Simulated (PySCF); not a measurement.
SMILES O[Si](O[SiH2][O][Al]([OH])[OH])(O)O at its GFN2-xTB optimised geometry (Å):

```
17

Si    -2.6985     2.0468    -1.4384
O     -3.1941     1.1547    -2.7033
O     -3.8675     1.9886    -0.3188
O     -2.4427     3.6074    -1.7886
O     -1.2937     1.4276    -0.9290
Si     0.0226     1.8024    -0.0686
O      0.9198     0.4634     0.0000
Al     1.7900    -0.9729     0.0000
O      1.0524    -2.4514     0.0003
O      3.4401    -0.9729     0.0000
H     -2.5806     0.9824    -3.4117
H     -4.1860     1.1357    -0.0373
H     -3.1581     4.2243    -1.6630
H     -0.3643     2.1383     1.3002
H      0.7860     2.8212    -0.7828
H      0.1803    -2.8212    -0.0188
H      4.1860    -0.3900    -0.0028
```

Calculation: CAM-B3LYP/def2-SVP in PySCF.

Map of the Laplacian of the electron density (e/bohr⁵) on the plane z = 1.5 Å:

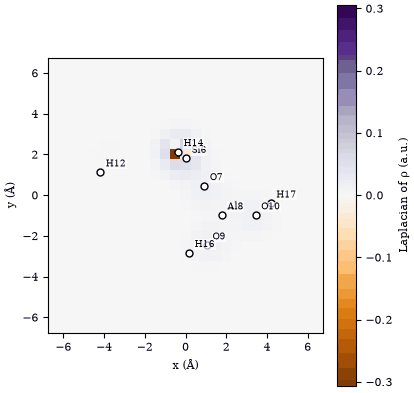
Fig. 1. Laplacian of the electron density (e/bohr⁵) on the plane z = 1.5 Å.
